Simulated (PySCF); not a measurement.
# Excited-state calculation of C₅H₇PSe

The run: excited-state calculation of C₅H₇PSe, SMILES C=CCP1(=[Se])C=C1. Method and program: TDDFT wB97X/STO-3G, vertical, IEF-PCM chloroform (non-equilibrium linear response), core orbitals frozen in the response (PySCF 2.14.0).

The geometry comes from this level: GFN2-xTB. It belongs to a series of runs on one base structure; here: solvent chloroform; wB97X/STO-3G; 6 states; level_shift 0.1; guess atom.

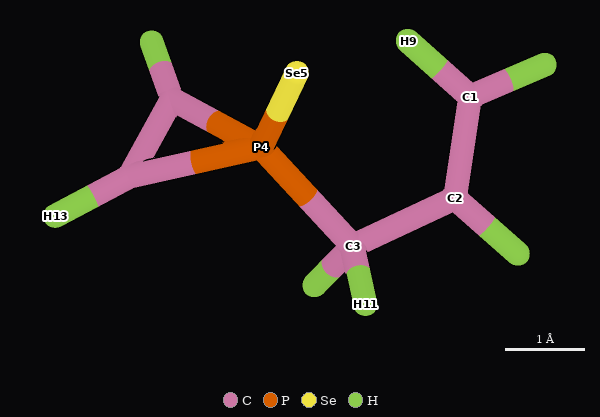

*The structure as given in the input (stick view, seen at a tilt; atoms are numbered from 1 in the order of the input).*

## Key numbers

- outcome: converged
- total energy: −2904.642884 hartree
- HOMO: −4.88 eV
- LUMO: 4.91 eV
- dipole moment: 6.40 D
- mean polarisability: 54.80 a.u.
- lowest excitation: 4.96 eV
- hardware: 1 CPU thread, shared host
- wall time: 7.5 s
- peak memory: 0.57 GiB

## Remarks

Settings chosen away from the usual ones: solvent chloroform; wB97X/STO-3G; 6 states; level_shift 0.1; guess atom. Spin–orbit coupling is left out, which matters for the heavy atoms.

## Input
```
{"job": {"kind": "uv", "xc": "wB97X", "basis": "STO-3G", "solvent": "chloroform", "nstates": 6, "ntriplets": 0, "tda": false, "scf": {"level_shift": 0.1, "guess": "atom"}}, "charge": 0, "multiplicity": 1}
C      2.021603     0.322417    -0.255135
C      1.685502    -0.452825     0.755936
C      0.281656    -0.655049     1.228213
P     -0.867279     0.630527     0.558239
Se    -0.652251     2.624306     1.149674
C     -2.453016    -0.146563     0.148153
C     -1.705261     0.049690    -0.936249
H      3.041919     0.441954    -0.575035
H      1.275458     0.885103    -0.800598
H      2.436498    -1.004717     1.307539
H      0.234233    -0.569692     2.320035
H     -0.095849    -1.642149     0.944895
H     -3.441763    -0.461072     0.415843
H     -1.762128    -0.022405    -2.003652
```

The first line tells a small driver script what to run in PySCF; the rest is the geometry in Å.

Launched with:
```bash
OMP_NUM_THREADS=1 python <driver script> task.json out
```

## What the program printed
```
final grid: 118648 points
cycle   1  E = -2904.5127089262  dE = -2.516e-01  |g| = 4.963e-01  |ddm| = 5.542e+00
cycle   2  E = -2904.6310904727  dE = -1.184e-01  |g| = 1.778e-01  |ddm| = 1.455e+00
cycle   3  E = -2904.6421951977  dE = -1.110e-02  |g| = 3.232e-02  |ddm| = 2.785e-01
cycle   4  E = -2904.6427558012  dE = -5.606e-04  |g| = 1.470e-02  |ddm| = 8.400e-02
cycle   5  E = -2904.6428656100  dE = -1.098e-04  |g| = 4.217e-03  |ddm| = 3.324e-02
cycle   6  E = -2904.6428801064  dE = -1.450e-05  |g| = 1.721e-03  |ddm| = 1.285e-02
cycle   7  E = -2904.6428837353  dE = -3.629e-06  |g| = 6.159e-04  |ddm| = 8.160e-03
cycle   8  E = -2904.6428841664  dE = -4.311e-07  |g| = 2.894e-04  |ddm| = 2.924e-03
cycle   9  E = -2904.6428842318  dE = -6.543e-08  |g| = 7.193e-05  |ddm| = 1.014e-03
cycle  10  E = -2904.6428842398  dE = -7.986e-09  |g| = 3.084e-05  |ddm| = 3.841e-04
cycle  11  E = -2904.6428842412  dE = -1.397e-09  |g| = 1.299e-05  |ddm| = 1.664e-04
cycle  12  E = -2904.6428842415  dE = -2.733e-10  |g| = 3.291e-06  |ddm| = 8.055e-05
level shift removed, Fock matrix diagonalised once more
converged SCF energy = -2904.6428842415

Static polarisability (au): isotropic 54.802, principal 44.918 46.572 72.917

Singlet excitations
state   eV       nm        f      main configurations
  1   4.9619    249.9   0.00538   H->L+1 0.55, H->L+3 0.38
  2   5.1337    241.5   0.00233   H-1->L+1 0.58, H-1->L+3 0.25
  3   5.3067    233.6   0.01076   H->L 0.89
  4   5.6728    218.6   0.00029   H-1->L 0.65, H-1->L+3 0.22, H-1->L+2 0.12
  5   6.0668    204.4   0.00124   H-1->L+2 0.41, H-1->L 0.28, H-1->L+3 0.22
  6   6.2882    197.2   0.14390   H->L+2 0.55, H->L+3 0.27
```

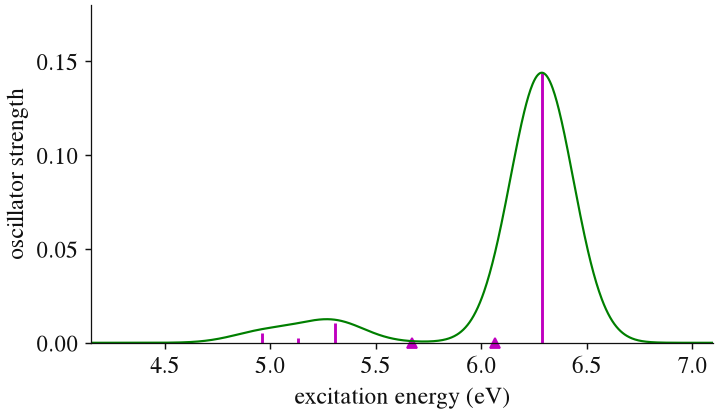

*Computed excitations as sticks (degenerate states added up, dark ones marked on the axis), with a Gaussian envelope of 0.35 eV full width at half maximum, scaled to the tallest.*

Of the 6 states the lowest lies at 4.96 eV (f = 0.005); the strongest line is at 6.29 eV, or 197 nm (f = 0.144).

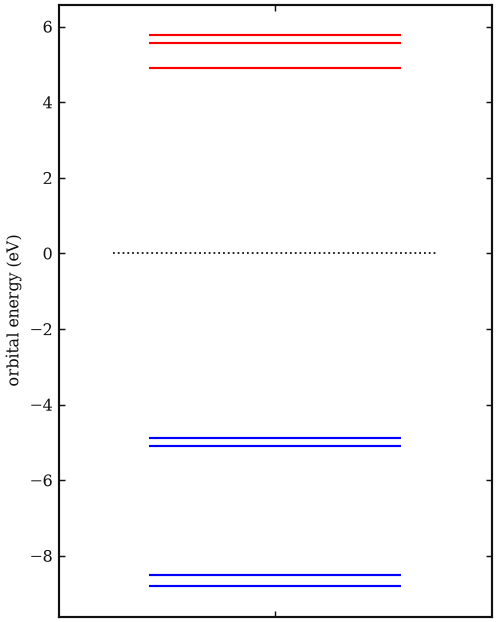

*Orbital energies near the frontier; the dotted line parts filled from empty levels, and levels within 0.02 eV of each other stand side by side.*

Highest filled −4.88 eV, lowest empty 4.91 eV, 9.79 eV apart.
